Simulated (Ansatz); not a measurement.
A series of calculations on C2H9AsSSi

## 1. Relaxation

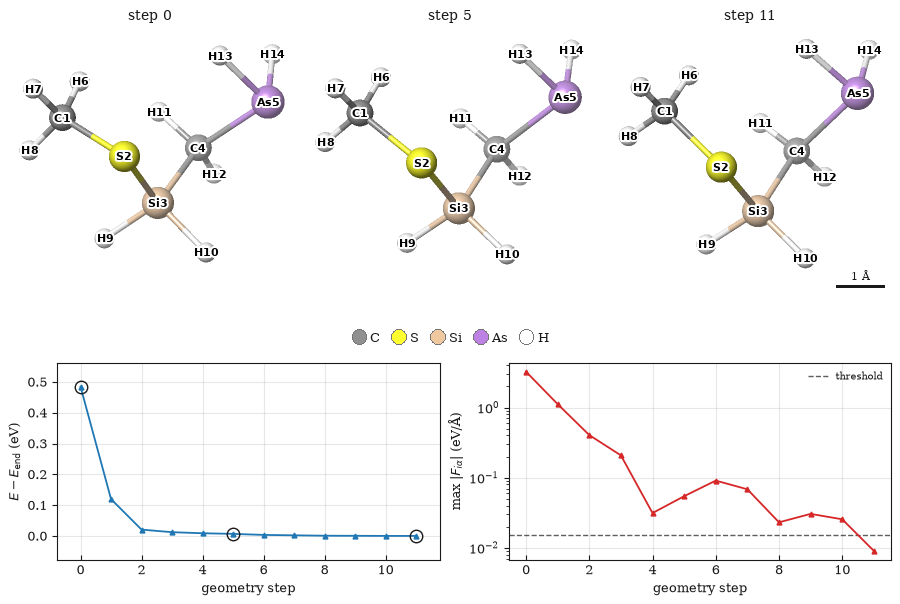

Frames of a relaxation of C2H9AsSSi, marked on the history of the run. Style: ball-and-stick. Shown at a tilt.

The run prepares an end point of a later path (inversion) calculation, from a guessed geometry.

Method: RKS B3LYP-D4/def2-SVP in Ansatz 0.2.0. (no spin polarisation; force threshold 0.015 eV/Å; at most 40 steps)

**Describe the path.**

The energy falls by 0.485 eV in 11 geometry steps. Largest force component: 3.2 eV/Å at the start, 0.009 eV/Å at the end. The atom that moves furthest after the best rigid fit is H13 (0.35 Å). By element the largest moves are H 0.35 Å, As 0.30 Å, S 0.23 Å, Si 0.18 Å, C 0.17 Å. Some distances before and after: As5–H13 1.618 → 1.529 Å, C4–H11 1.183 → 1.100 Å, C1–S2 1.766 → 1.839 Å, C4–As5 1.935 → 2.005 Å. Among the angles between lasting bonds that change: C1–S2–Si3 92.7° → 99.8°, C4–Si3–H9 114.1° → 109.2°, As5–C4–H12 111.8° → 106.9°. Cost: 78 s on 2 threads of Arm Neoverse V1, on a shared host, peak memory 0.4 GiB. From step 0 to 5: H8 moves most (0.20 Å), energy −0.478 eV. From step 5 to 11: H13 moves most (0.32 Å), energy −0.007 eV.

## 2. Relaxation

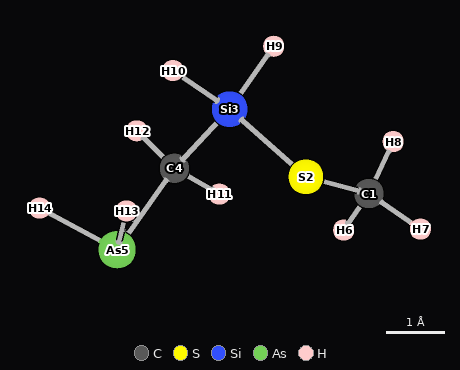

Starting structure of C2H9AsSSi. The picture is a ball-and-stick view, seen face on.

The run prepares an end point of a later path (inversion) calculation, from a guessed geometry.

Level of theory: RKS B3LYP-D4/def2-SVP (Ansatz 0.2.0).

Input
```yaml
crystal:
  periodic: [false, false, false]
  atoms:
    - { symbol: C, position_ang: [-1.1077, 1.6882, 0.8057] }
    - { symbol: S, position_ang: [0.6584, 1.6794, 0.8294] }
    - { symbol: Si, position_ang: [0.7441, -0.4548, 1.0613] }
    - { symbol: C, position_ang: [0.2989, -1.3281, -0.4817] }
    - { symbol: As, position_ang: [1.3627, -0.8077, -2.0119] }
    - { symbol: H, position_ang: [-1.5385, 1.2011, -0.093] }
    - { symbol: H, position_ang: [-1.4572, 2.7926, 0.7276] }
    - { symbol: H, position_ang: [-1.5357, 1.3098, 1.7165] }
    - { symbol: H, position_ang: [-0.0682, -0.8548, 2.2436] }
    - { symbol: H, position_ang: [2.171, -0.8293, 1.389] }
    - { symbol: H, position_ang: [-0.8439, -1.091, -0.6751] }
    - { symbol: H, position_ang: [0.3366, -2.4254, -0.3075] }
    - { symbol: H, position_ang: [2.48153, -0.10745, -1.07635] }
    - { symbol: H, position_ang: [2.14932, -2.14241, -2.00719] }
basis:
  gaussian: { orbitals: def2-SVP }
hamiltonian:
  xc: b3lyp
  dispersion: d4
relax:
  f_tol: 0.015
  max_steps: 40
```

Run as
```bash
ansatz run input.yaml --threads 2 --pin off --max-ram 3072MiB --backend cpu --events-out ev --progress --plain --runs-dir out
```

Predict the outcome.

The atom that moves furthest after the best rigid fit is H14 (1.10 Å). By element the largest moves are H 1.10 Å, As 0.46 Å, S 0.34 Å, Si 0.33 Å, C 0.27 Å. Among the contacts that change: As5–H13 1.618 → 1.531 Å, C4–H11 1.183 → 1.102 Å, C1–S2 1.766 → 1.840 Å, C4–As5 1.935 → 2.006 Å. Bond angles that change, for instance: C1–S2–Si3 92.7° → 100.0°, C4–Si3–H9 114.1° → 109.7°, H6–C1–H7 104.3° → 108.6°. Groups turn about C4–As5 by about 45°. The energy falls by 49.2 kJ/mol in 19 accepted moves (20 points after the start). The largest force component goes from 3.3 to 0.013 eV/Å. The line search rejected the trial step at point 12 of the run.

Final geometry:

```xyz
14

C    -1.1083    1.7602    0.6014
S     0.6364    1.6095    1.1664
Si    0.7776   -0.5312    1.3789
C     0.4125   -1.4034   -0.2516
As    1.1587   -0.4326   -1.8408
H    -1.2460    1.3078   -0.3915
H    -1.3239    2.8349    0.5299
H    -1.8043    1.3076    1.3231
H    -0.1603   -1.0239    2.4337
H     2.1846   -0.7728    1.8027
H    -0.6773   -1.4686   -0.4029
H     0.7993   -2.4334   -0.2052
H     2.6069   -0.4272   -1.3450
H     1.3953   -1.6969   -2.6787
```

After the run, drawn alike:

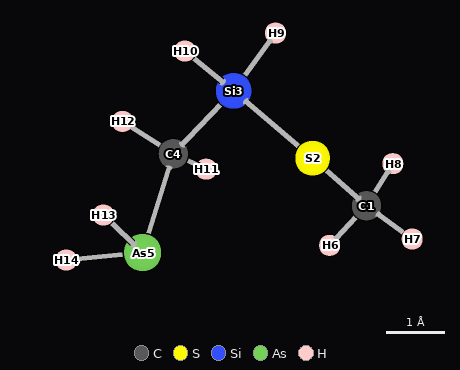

## 3. Path

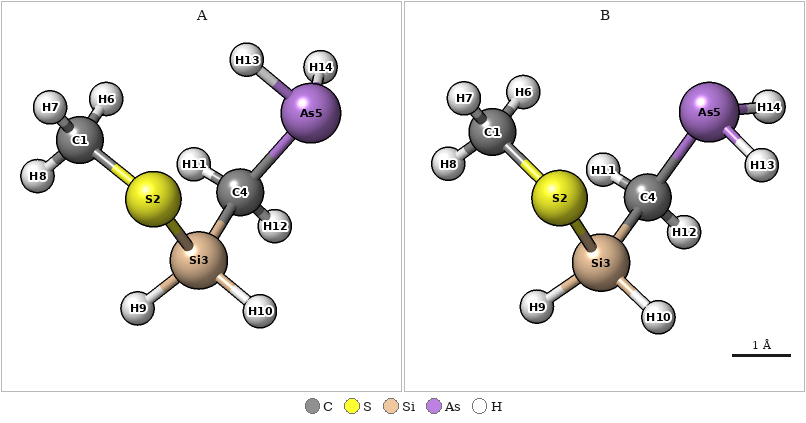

The two relaxed end points of a path for C2H9AsSSi. A ball-and-stick model, seen at a tilt.

These are results of RKS B3LYP-D4/def2-SVP in Ansatz 0.2.0, not measurements.

Input file:
```yaml
crystal:
  periodic: [false, false, false]
  atoms:
    - { symbol: C, position_ang: [-1.094033, 1.79293, 0.677873] }
    - { symbol: S, position_ang: [0.696896, 1.597805, 1.045718] }
    - { symbol: Si, position_ang: [0.80756, -0.549153, 1.195324] }
    - { symbol: C, position_ang: [0.281536, -1.382417, -0.412321] }
    - { symbol: As, position_ang: [1.158628, -0.589867, -2.03145] }
    - { symbol: H, position_ang: [-1.356723, 1.339671, -0.289225] }
    - { symbol: H, position_ang: [-1.289982, 2.872494, 0.624524] }
    - { symbol: H, position_ang: [-1.716573, 1.359872, 1.474564] }
    - { symbol: H, position_ang: [-0.055569, -1.045007, 2.310699] }
    - { symbol: H, position_ang: [2.237644, -0.831957, 1.499422] }
    - { symbol: H, position_ang: [-0.813754, -1.361253, -0.515942] }
    - { symbol: H, position_ang: [0.584316, -2.442724, -0.369961] }
    - { symbol: H, position_ang: [0.216069, 0.609439, -2.140543] }
    - { symbol: H, position_ang: [0.331085, -1.399034, -3.039781] }
basis:
  gaussian: { orbitals: def2-SVP }
hamiltonian:
  xc: b3lyp
  dispersion: d4
neb:
  order_check: false
  images: 9
  f_tol: 0.03
  max_iterations: 31
  initial_path: idpp
  final_atoms:
    - { symbol: C, position_ang: [-1.24633911, 1.82136657, 0.81030035] }
    - { symbol: S, position_ang: [0.58298112, 1.68317822, 0.95346524] }
    - { symbol: Si, position_ang: [0.78911994, -0.4599557, 1.0639722] }
    - { symbol: C, position_ang: [0.06568461, -1.29376181, -0.46370573] }
    - { symbol: As, position_ang: [0.41616451, -0.26906881, -2.15245328] }
    - { symbol: H, position_ang: [-1.60522769, 1.39359587, -0.13713626] }
    - { symbol: H, position_ang: [-1.48251734, 2.89405043, 0.82237661] }
    - { symbol: H, position_ang: [-1.75282996, 1.33865409, 1.65915269] }
    - { symbol: H, position_ang: [0.12445079, -0.99544436, 2.29133968] }
    - { symbol: H, position_ang: [2.25811038, -0.69050308, 1.14491634] }
    - { symbol: H, position_ang: [-1.02896636, -1.37216908, -0.36172508] }
    - { symbol: H, position_ang: [0.46224269, -2.31845258, -0.538313] }
    - { symbol: H, position_ang: [1.93955864, -0.25410869, -2.00373889] }
    - { symbol: H, position_ang: [0.46466777, -1.50658207, -3.05954985] }
```

Run as
```bash
ansatz run input.yaml --threads 2 --pin off --max-ram 3072MiB --backend cpu --events-out ev --progress --plain --runs-dir out
```

### What barrier does the band find between them, and by what path?

The highest point, image 5, lies 42.4 kcal/mol above the start and 42.7 kcal/mol above the end; the end is at −0.3 kcal/mol relative to the start. The motion is an umbrella inversion at As5. No bond forms or breaks between the ends. Bond angles that change up to the highest image, for instance: H13–As5–H14 92.0° → 119.7°, C4–As5–H14 94.9° → 120.6°. The band is converged. At the top, the vibrational analysis gives one imaginary mode (1000i cm⁻¹), as a transition state must have.

Energies of the converged images:

| image | path (Å) | E (kcal/mol) |
| --- | --- | --- |
| 0 | 0.00 | 0.0 |
| 1 | 0.37 | 0.1 |
| 2 | 0.75 | 0.3 |
| 3 | 1.12 | 4.2 |
| 4 | 1.49 | 22.2 |
| 5 | 1.86 | 42.4 |
| 6 | 2.27 | 19.2 |
| 7 | 2.68 | 2.8 |
| 8 | 3.08 | 0.6 |
| 9 | 3.49 | -0.1 |
| 10 | 3.89 | -0.3 |

The geometry at the top of the path:

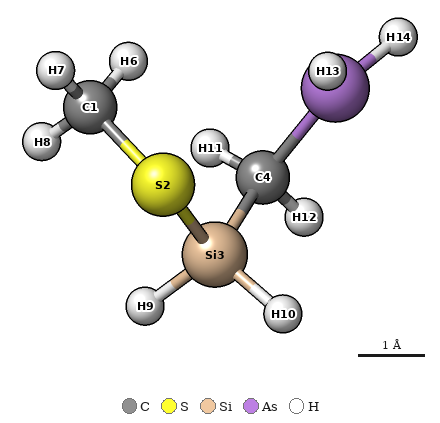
